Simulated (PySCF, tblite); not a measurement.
# AlH₄NO₂, a small molecule taken as a stand-in for a surface group (aluminium hydroxide): NMR shifts, core binding energies and electronic excitations, part 2 of 2

tblite 0.8.0 and PySCF 2.14.0. Atoms count from 0, parts from 1.

### Step 5. Core holes by ΔSCF: SCAN, X2C

What the job is given:

```
{"job": {"kind": "xps", "holes": 5}, "charge": 0, "multiplicity": 1}
O     -0.490753     0.863575     1.628817
Al    -0.246271     0.085222     0.138261
O     -1.603324    -0.286508    -0.818830
N      1.413370    -0.292272    -0.324067
H     -1.356214     1.120560     1.948256
H     -1.600685    -0.699561    -1.681677
H      2.214724    -0.062569     0.251866
H      1.715367    -0.757086    -1.170575
```

Level: delta-SCF UKS SCAN, pcX-2 on the ionised atom, pcseg-1 elsewhere, spin-free X2C.

What it wrote:

```text
ground state, core basis on atom 0 (O), 111 functions
  cycle   1  E = -450.33616549  |g| = 1.24e+00
  cycle   2  E = -449.59410809  |g| = 2.27e+00
  cycle   3  E = -450.60827248  |g| = 2.36e-01
  cycle   4  E = -450.61640038  |g| = 1.26e-01
  cycle   5  E = -450.61963952  |g| = 1.44e-02
  cycle   6  E = -450.61966321  |g| = 9.11e-03
  cycle   7  E = -450.61967511  |g| = 5.46e-03
  cycle   8  E = -450.61968050  |g| = 3.91e-04
  E(ground) = -450.65884589 Eh
hole in O 1s of atom 0
  cycle   1  E = -430.04505704  |g| = 2.22e+00
  cycle   2  E = -427.99982011  |g| = 2.48e+00
  cycle   3  E = -430.40115619  |g| = 1.00e+00
  cycle   4  E = -430.80292795  |g| = 3.36e-01
  cycle   5  E = -430.84063900  |g| = 1.31e-01
  cycle   6  E = -430.84661973  |g| = 7.10e-02
  cycle   7  E = -430.84853823  |g| = 1.42e-02
  cycle   8  E = -430.84862424  |g| = 2.88e-03
  cycle   9  E = -430.84862904  |g| = 7.32e-04
  cycle  10  E = -430.84862948  |g| = 1.58e-04
  E(ion) = -430.88936868 Eh   <S^2> = 0.7613   hole on atom = 1.000   binding energy = 537.955 eV
ground state, core basis on atom 1 (Al), 122 functions
  cycle   1  E = -450.67098128  |g| = 2.49e-01
  cycle   2  E = -450.67023921  |g| = 1.01e-01
  cycle   3  E = -450.66946671  |g| = 1.13e-01
  cycle   4  E = -450.67181353  |g| = 1.78e-02
  cycle   5  E = -450.67186221  |g| = 1.97e-03
  cycle   6  E = -450.67186131  |g| = 5.02e-04
  cycle   7  E = -450.67186278  |g| = 1.29e-04
  E(ground) = -450.67700124 Eh
hole in Al 2p of atom 1
  cycle   1  E = -447.44235689  |g| = 1.07e+00
  cycle   2  E = -447.42872524  |g| = 9.19e-01
  cycle   3  E = -447.63425338  |g| = 3.69e-01
  cycle   4  E = -447.69139408  |g| = 7.90e-02
  cycle   5  E = -447.69299327  |g| = 3.22e-02
  cycle   6  E = -447.69331367  |g| = 2.12e-02
  cycle   7  E = -447.69350392  |g| = 4.79e-03
  cycle   8  E = -447.69351549  |g| = 6.04e-04
  cycle   9  E = -447.69351611  |g| = 4.76e-04
  E(ion) = -447.70551729 Eh   <S^2> = 0.7537   hole on atom = 1.003   binding energy = 80.858 eV
  2p3/2 = 80.472 eV   2p1/2 = 80.985 eV
ground state, core basis on atom 2 (O), 111 functions
  cycle   1  E = -450.61948453  |g| = 9.97e-02
  cycle   2  E = -450.61884009  |g| = 7.15e-02
  cycle   3  E = -450.61909784  |g| = 6.13e-02
  cycle   4  E = -450.61977741  |g| = 4.00e-03
  cycle   5  E = -450.61978082  |g| = 1.24e-03
  cycle   6  E = -450.61977912  |g| = 1.23e-04
  E(ground) = -450.65859014 Eh
hole in O 1s of atom 2
  cycle   1  E = -430.04111106  |g| = 2.22e+00
  cycle   2  E = -427.96079818  |g| = 2.51e+00
  cycle   3  E = -430.37847792  |g| = 1.03e+00
  cycle   4  E = -430.80226686  |g| = 3.33e-01
  cycle   5  E = -430.84117085  |g| = 1.09e-01
  cycle   6  E = -430.84498398  |g| = 5.42e-02
  cycle   7  E = -430.84600773  |g| = 2.06e-02
  cycle   8  E = -430.84619872  |g| = 3.22e-03
  cycle   9  E = -430.84620398  |g| = 7.19e-04
  cycle  10  E = -430.84620506  |g| = 1.56e-04
  E(ion) = -430.88625799 Eh   <S^2> = 0.7613   hole on atom = 1.000   binding energy = 538.033 eV
ground state, core basis on atom 3 (N), 111 functions
  cycle   1  E = -450.60236909  |g| = 8.92e-02
  cycle   2  E = -450.60124589  |g| = 9.45e-02
  cycle   3  E = -450.60267939  |g| = 3.59e-02
  cycle   4  E = -450.60291355  |g| = 6.72e-03
  cycle   5  E = -450.60292248  |g| = 1.15e-03
  cycle   6  E = -450.60292276  |g| = 1.06e-04
  E(ground) = -450.64265680 Eh
hole in N 1s of atom 3
  cycle   1  E = -435.04967857  |g| = 1.85e+00
  cycle   2  E = -434.63415177  |g| = 1.94e+00
  cycle   3  E = -435.69930305  |g| = 3.69e-01
  cycle   4  E = -435.70151518  |g| = 3.26e-01
  cycle   5  E = -435.74259831  |g| = 4.01e-02
  cycle   6  E = -435.74293767  |g| = 2.96e-02
  cycle   7  E = -435.74327189  |g| = 4.22e-03
  cycle   8  E = -435.74327975  |g| = 1.02e-03
  cycle   9  E = -435.74328191  |g| = 2.82e-04
  E(ion) = -435.78156572 Eh   <S^2> = 0.7642   hole on atom = 1.000   binding energy = 404.391 eV
```

Wall time 30 s (1 thread of Arm Neoverse N1, shared host); peak memory 0.44 GiB.

Binding energies by hole, beside the orbital energy of the ground state; the difference holds orbital relaxation and, for a density functional, its self-interaction error:

| hole | stands for | environment | ΔSCF (eV; 2p as the shell's mean) | −ε (eV) | ⟨S²⟩ |
| --- | --- | --- | --- | --- | --- |
| O1s on O0 | O0 | oxygen bonded to Al, H | 537.95 | 515.9 | 0.761 |
| Al2p on Al1 | Al1 | aluminium bonded to N, 2 O | 80.64 | 70.1 | 0.754 |
| O1s on O2 | O2 | oxygen bonded to Al, H | 538.03 | 516.0 | 0.761 |
| N1s on N3 | N3 | nitrogen bonded to Al, 2 H | 404.39 | 385.1 | 0.764 |

With the spin-orbit splitting: Al1 2p3/2 80.47, 2p1/2 80.99 eV. The table gives each 2p level as the mean over the whole 2p shell (two parts 2p3/2, one part 2p1/2), which differs a little from the single hole in the log.

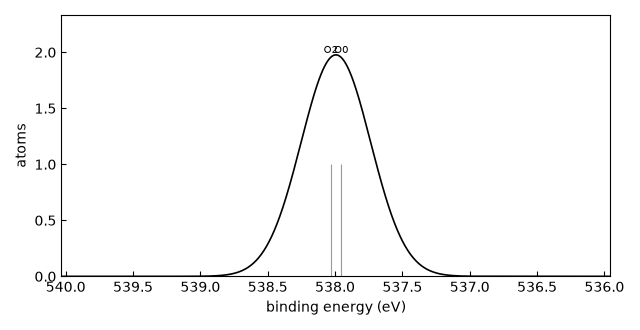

The O1s photoelectron lines, weighted by the number of atoms. Lines are broadened to a width of 0.60 eV (Gaussian).

### Step 6. TDDFT and polarisability: CAM-B3LYP/def2-SVPD

Settings changed since step 5:

```diff
@@ -1,2 +1,2 @@
-{"job": {"kind": "xps", "holes": 5}, "charge": 0, "multiplicity": 1}
+{"job": {"kind": "uv", "xc": "CAM-B3LYP", "basis": "def2-SVPD", "nstates": 6, "ntriplets": 2, "ip": true}, "charge": 0, "multiplicity": 1}
 O     -0.490753     0.863575     1.628817
```

With the program's defaults for keys left out, this is: TDDFT CAM-B3LYP/def2-SVPD, vertical, gas phase, core orbitals frozen in the response.

What it wrote:

```text
coarse grid: 7344 points
cycle   1  E = -449.6356642896  dE =  2.233e-01  |g| = 1.033e+00  |ddm| = 3.716e+00
cycle   2  E = -449.4736132002  dE =  1.621e-01  |g| = 1.407e+00  |ddm| = 3.008e+00
cycle   3  E = -449.8445384513  dE = -3.709e-01  |g| = 7.173e-02  |ddm| = 1.594e+00
cycle   4  E = -449.8452290069  dE = -6.906e-04  |g| = 4.507e-02  |ddm| = 1.371e-01
cycle   5  E = -449.8456674647  dE = -4.385e-04  |g| = 6.311e-03  |ddm| = 4.255e-02
cycle   6  E = -449.8456783692  dE = -1.090e-05  |g| = 9.728e-04  |ddm| = 1.248e-02
cycle   7  E = -449.8456788284  dE = -4.592e-07  |g| = 4.031e-04  |ddm| = 3.191e-03
final grid: 66792 points
cycle   8  E = -449.9190957631  dE = -1.766e-05  |g| = 2.346e-03  |ddm| = 2.522e-02
cycle   9  E = -449.9190954906  dE =  2.725e-07  |g| = 2.773e-03  |ddm| = 4.205e-03
cycle  10  E = -449.9190970984  dE = -1.608e-06  |g| = 1.502e-04  |ddm| = 2.105e-03
cycle  11  E = -449.9190971057  dE = -7.242e-09  |g| = 1.113e-04  |ddm| = 5.029e-04
cycle  12  E = -449.9190971080  dE = -2.327e-09  |g| = 2.583e-05  |ddm| = 1.233e-04
cycle  13  E = -449.9190971082  dE = -1.688e-10  |g| = 5.936e-06  |ddm| = 5.082e-05
converged SCF energy = -449.9190971082

Static polarisability (au): isotropic 39.960, principal 35.820 40.763 43.298

Singlet excitations
state   eV       nm        f      main configurations
  1   5.7736    214.7   0.03364   H->L 0.92
  2   7.1068    174.5   0.00007   H-1->L 0.83
  3   7.4500    166.4   0.04029   H->L+2 0.42, H->L+1 0.24, H->L+4 0.15
  4   7.7116    160.8   0.02818   H-2->L 0.67
  5   7.7803    159.4   0.02642   H->L+1 0.48, H->L+2 0.24, H->L+5 0.14
  6   7.8804    157.3   0.12143   H-3->L 0.52, H-1->L+1 0.12, H->L+2 0.11

Triplet excitations (Tamm-Dancoff, eV): 5.4215 6.7968
Vertical ionisation energy (delta-SCF) = 10.1063 eV
Vertical electron affinity (delta-SCF) = -0.5860 eV
```

Run time: 37 s. Hardware: 1 thread of Arm Neoverse N1, shared host; peak memory 0.56 GiB.

Frontier orbitals and where they lie:

| orbital | eV | atoms |
| --- | --- | --- |
| HOMO−3 | -11.09 | O2 52 %, O0 28 %, Al1 9 % |
| HOMO−2 | -11.04 | O2 49 %, O0 32 %, Al1 6 % |
| HOMO−1 | -10.46 | O0 51 %, O2 35 %, Al1 6 % |
| HOMO | -8.95 | N3 70 %, Al1 10 %, H7 8 % |
| LUMO | -0.01 | Al1 67 %, O2 8 %, O0 6 % |
| LUMO+1 | 1.64 | O2 26 %, O0 26 %, Al1 18 % |
| LUMO+2 | 1.99 | O2 21 %, Al1 17 %, O0 15 % |

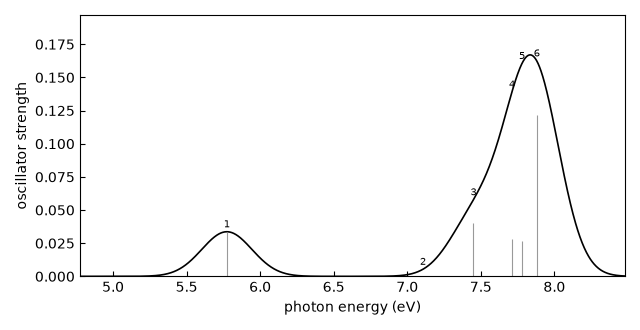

Absorption spectrum from the 6 singlet states computed; above the last one it falls off for lack of states. Lines are broadened to a width of 0.40 eV (Gaussian).

Further results of this job:

| property | computed |
| --- | --- |
| dipole moment (D) | 1.72 |
| polarisability (Å³) | 5.92 |
| HOMO–LUMO gap (eV) | 8.94 |
| −ε(HOMO) (eV) | 8.95 |

### Step 7. Outcome

The summary covers parts 1 to 2.

```
                                 quantity                                             value
                              point group                                                Cs
     rotational constants (main isotopes)                              6.53, 6.12, 3.16 GHz
    ¹H shifts against TMS (PBE0/pcSseg-2)                       0.78, 0.71, 0.18, -0.13 ppm
   ¹⁷O shifts against H2O (PBE0/pcSseg-2)                                     11.2, 4.2 ppm
²⁷Al shifts against AlH4- (PBE0/pcSseg-2)                                          38.8 ppm
   ¹⁵N shifts against NH3 (PBE0/pcSseg-2)                                          -0.6 ppm
         O1s binding energies, SCAN/pcX-2                           O2 538.03, O0 537.95 eV
        Al2p binding energies, SCAN/pcX-2                                      Al1 80.64 eV
         N1s binding energies, SCAN/pcX-2                                      N3 404.39 eV
     lowest singlet (CAM-B3LYP/def2-SVPD)                       5.77 eV (215 nm), f = 0.034
 brightest single state of those computed                       state 6, 7.88 eV, f = 0.121
                           lowest triplet                                           5.42 eV
        vertical ionisation energy (ΔSCF)                                          10.11 eV
        vertical electron affinity (ΔSCF)  -0.59 eV (unbound: the value hangs on the basis)
```

What this shows: Relaxing lowered the energy by 0.199 eV in 9 steps; the close pair that moved most is O0–Al1, from 1.640 to 1.699 Å (PBE0/def2-SVP). No frequency check was run at this level, so the end point may be a saddle. At PBE0/pcSseg-2: The widest tensor belongs to Al1: span 117 ppm, with a paramagnetic part of -347 ppm. The O1s levels computed lie within 0.08 eV of one another, too close to rank. The first singlet state (HOMO→LUMO 0.92) lies at 5.77 eV and is weak; of the 6 states computed, the strongest absorption comes from state 6 at 7.88 eV (the last computed, so partners may be missing). The lowest triplet lies 0.35 eV below the lowest singlet (triplets in Tamm-Dancoff, singlets in full TDDFT). ΔSCF puts the ionisation energy at 10.11 eV, 1.16 eV above −ε(HOMO).
